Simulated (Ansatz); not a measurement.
H4O10Si4···H4O4Si

```xyz
27

Si    1.5555   -0.0775    1.3185
Si    1.8364   -0.2493   -1.0549
Si    0.3873    0.0865    3.4157
Si    1.3310   -0.3219   -3.4022
Si   -2.2543    0.2422   -0.1261
O    -0.0947   -0.9913   -3.8286
O    -1.5424    0.0309   -1.6376
O     2.1205    0.1621   -4.7535
O     2.3563   -1.2150   -2.3110
O    -3.8847    0.2146   -0.3826
O    -1.7919   -1.0530    0.8708
O     1.0733    0.8227   -2.1157
O    -1.7742    1.6722    0.5473
O     0.8172   -0.9923    0.0849
O     2.7353    0.4427    0.2169
O     1.7150   -0.8551    2.7825
O     0.5246    1.0848    1.9908
O    -1.0624   -0.6475    3.4788
O     0.7045    0.7778    4.8655
H    -0.8015   -0.8680   -3.1425
H    -0.8496    0.7184   -1.7741
H     3.0805    0.2903   -4.6620
H    -4.4334    0.3819    0.4015
H    -0.9675   -1.4480    0.5003
H    -0.9594    1.6268    1.1042
H    -1.4520   -0.8565    2.5776
H     1.6306    1.0216    5.0354
```

Geometry: PBE-D4/def2-SVP.

These are results of RKS PBE0-D4/def2-TZVP (Ansatz 0.2.0), not measurements.

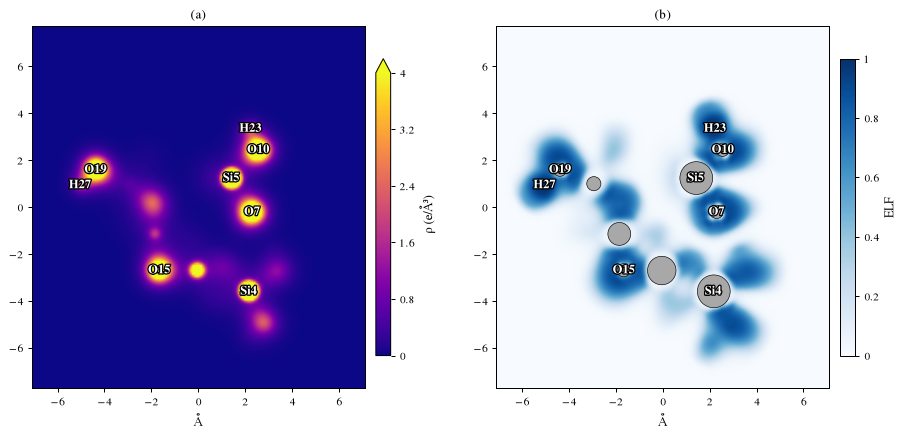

Figure 1. (a) electron density; (b) ELF on the plane of atoms O7, Si5 and O10. Grey discs cover the atomic cores in the ELF map.

What do the fields say about this system?

Answer.
- Atoms in the plane: Si, O and H.
- Si–O (1.65 Å): ρ at the midpoint is about 1.2 e/Å³; the ELF peaks at about 0.85 between the atoms (a shared but strongly polarised pair).
- O–H (0.97 Å): ρ at the midpoint is about 3.7 e/Å³; the ELF climbs to about 1 towards the hydrogen, as it does in any bond to H; an ordinary covalent bond to hydrogen.
- Si–O (1.68 Å): the density is about 1.1 e/Å³ at the midpoint; the ELF peaks at about 0.85 between the atoms (a polar covalent bond).
- The ELF also peaks beside O8, O15, O6, O7, O19 and O10, away from the bonds: lone-pair regions.

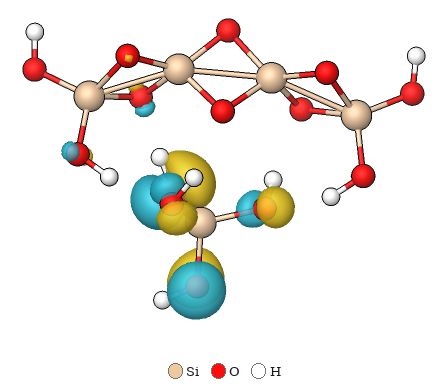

Figure 2. The HOMO−1 at ±0.15 Å⁻³ᐟ² (yellow and cyan are the two phases), seen across its widest extent.

What is the character of this orbital?

Answer. Its weight (Hirshfeld) is mainly on O13 (about 35 %), O10 (about 30 %), O11 (about 10 %) and O7 (about 10 %); largely a combination of lone pairs on O13, O10, O11 and O7. Its energy is −9.42 eV.

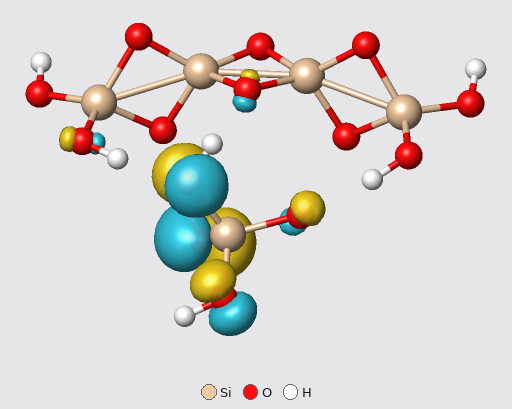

Figure 3. One frontier orbital at ±0.15 Å⁻³ᐟ² (yellow and cyan are the two phases), seen at a tilt.

Which orbital is it: HOMO or LUMO?

Answer. The HOMO, at −9.34 eV. By Hirshfeld shares it lies mainly on O13 (about 40 %), O11 (about 25 %) and O10 (about 10 %); largely a combination of lone pairs on O13, O11 and O10.
